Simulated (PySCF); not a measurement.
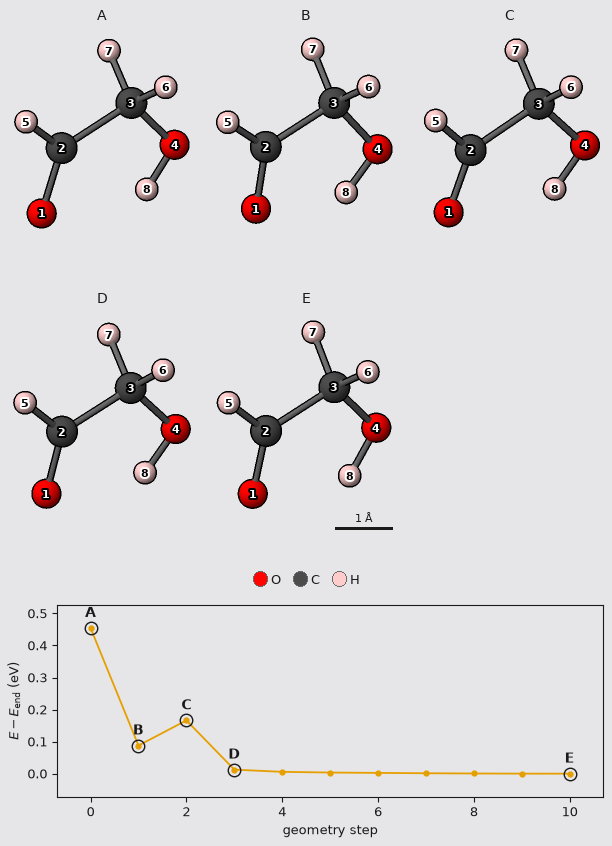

Frames of a relaxation of C$_{2}$H$_{4}$O$_{2}$, marked on the history of the run. Style: ball-and-stick. Shown at a tilt.

The start comes from MMFF94s. Its atoms were then displaced at random by about 0.03 Å.

Theory: PBE0-D3(BJ)/def2-SVP geometry optimisation, gas phase in PySCF. 

What happens along the run?

Answer. The energy falls by 0.454 eV in 10 geometry steps. The atom that moves furthest after the best rigid fit is O1 (0.14 Å). Largest moves by element: O 0.14 Å, H 0.09 Å, C 0.05 Å. Near-neighbour distances that change, for instance: C3–O4 1.305 → 1.379 Å, O1–C2 1.263 → 1.205 Å, C2–C3 1.547 → 1.501 Å, C3–H7 1.075 → 1.111 Å. Bond angles that change, for instance: O4–C3–H7 118.7° → 112.5°, O1–C2–H5 116.3° → 121.8°, O4–C3–H6 107.6° → 112.6°. From step 0 to 1: O1 moves most (0.22 Å), energy −0.367 eV. From step 1 to 2: O1 moves most (0.24 Å), energy +0.078 eV. From step 2 to 3: O1 moves most (0.12 Å), energy −0.154 eV. From step 3 to 10: H8 moves most (0.10 Å), energy −0.013 eV.

| step | E − E(0), eV |
| --- | --- |
| 0 | 0.0000 |
| 1 | -0.3666 |
| 2 | -0.2882 |
| 3 | -0.4418 |
| 4 | -0.4487 |
| 5 | -0.4509 |
| 6 | -0.4520 |
| 7 | -0.4531 |
| 8 | -0.4538 |
| 9 | -0.4543 |
| 10 | -0.4544 |
